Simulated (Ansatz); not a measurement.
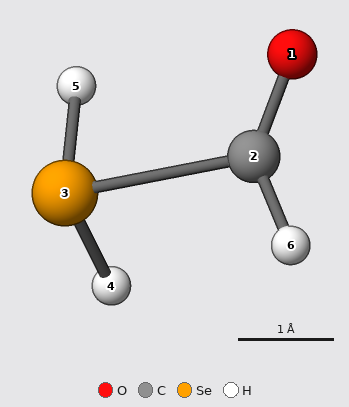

The structure as given in the input (ball-and-stick view, seen at a tilt; atoms are numbered from 1 in the order of the input). Bond lengths as drawn: C–H 1.10 Å, C–O 1.15 Å, C–Se 2.19 Å and H–Se 1.48 Å.

# Single-point calculation of CH$_{3}$OSe (charge +1)

CH$_{3}$OSe, charge +1, computed with RHF-CCSD(T), frozen core/def2-TZVPP (Ansatz 0.2.0).

The geometry comes from this level: PBE0-D4/def2-TZVP.

**The input**
```yaml
crystal:
  periodic: [false, false, false]
  atoms:
    - {symbol: O, position_ang: [1.354933, 0.272114, 1.067714]}
    - {symbol: C, position_ang: [0.225187, 0.131403, 0.907028]}
    - {symbol: Se, position_ang: [-0.560086, 0.367862, -1.121495]}
    - {symbol: H, position_ang: [-1.087297, -1.009943, -1.190457]}
    - {symbol: H, position_ang: [0.731903, -0.021456, -1.718099]}
    - {symbol: H, position_ang: [-0.614825, -0.079060, 1.581737]}
basis:
  gaussian: {orbitals: def2-TZVPP}
total_charge: 1
correlation: {method: ccsd_t}
```

Run on 2 threads of Arm Neoverse V1, 23 GiB of memory available, shared host.

Command:
```bash
ansatz run in.yaml --threads 2 --pin off --events-out ev --progress --plain --max-ram 4352MiB
```

**The program's output**
```
Functional definition: HF
  name "HF"
  cite "Fock, Z. Phys. 61, 126 (1930) doi:10.1007/BF01340294"
  parent pbe
  exchange = exact_x
  correlation = 0
952 factors; integrals over basis functions are off by at most 8.1e-4 eV
mean field evaluation 1: about -68404.5461 eV, gradient 5.4e1 eV
mean field evaluation 2: about -68404.7785 eV, gradient 5.4e1 eV
mean field evaluation 4: about -68410.5499 eV, gradient 5.0e0 eV
mean field evaluation 8: about -68410.6662 eV, gradient 6.8e-1 eV
mean field evaluation 16: about -68410.6707 eV, gradient 2.2e-6 eV
mean field -68410.67069112 eV, -2514.0457774806 hartree, gradient 2.1e-6 eV, S^2 0.000000; 0 other end points of the search recorded, 0 dependent functions left out
11 core orbitals not correlated: weight in the atoms' cores, before any rotation towards them, 1.000 or more for the frozen orbitals, at most 0.000 for the correlated occupied ones
reference -68410.67069112 eV, -2514.0457774806 hartree; 14, 14 occupied and 127, 127 virtual orbitals, 952 factors
second order -18.09326977 eV of doubles, -0.00000000 eV of singles
cycle   1  -17.77229918 eV  change    3.2e-1 eV  update   1.2e-1
cycle   2  -18.31771836 eV  change   -5.5e-1 eV  update   4.1e-2
cycle   3  -18.47164158 eV  change   -1.5e-1 eV  update   2.2e-2
cycle   4  -18.45416928 eV  change    1.7e-2 eV  update   6.1e-3
cycle   5  -18.45317749 eV  change    9.9e-4 eV  update   3.2e-3
cycle   6  -18.45536185 eV  change   -2.2e-3 eV  update   1.2e-3
cycle   7  -18.45465792 eV  change    7.0e-4 eV  update   6.1e-4
cycle   8  -18.45460881 eV  change    4.9e-5 eV  update   1.8e-4
cycle   9  -18.45465197 eV  change   -4.3e-5 eV  update   6.2e-5
cycle  10  -18.45462901 eV  change    2.3e-5 eV  update   2.7e-5
```

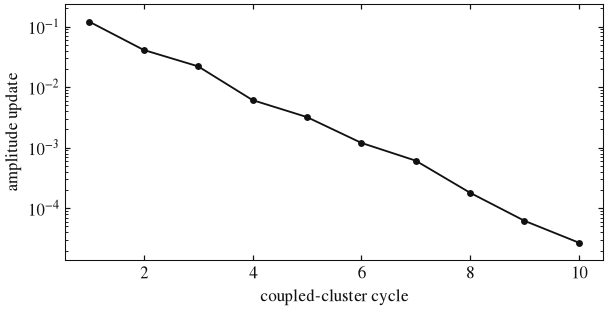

Convergence of the coupled-cluster equations: amplitude update against the coupled-cluster cycle. The residual falls at every step.

```
perturbative correction -0.80588180 eV, -0.0296156099 hartree
Total energy: -68429.93120193 eV, -2514.7535881976 hartree
```

**Key numbers**

- outcome: converged
- total energy: −68429.9312 eV
- mean-field energy: −68410.6707 eV
- CCSD correlation: −18.4546 eV
- (T) correction: −0.8059 eV
- T1 diagnostic: 0.015
- SCF solution under orbital rotations: stable
- wall time: 30 s (CPU time 59 s)
- peak memory: 1.1 GiB
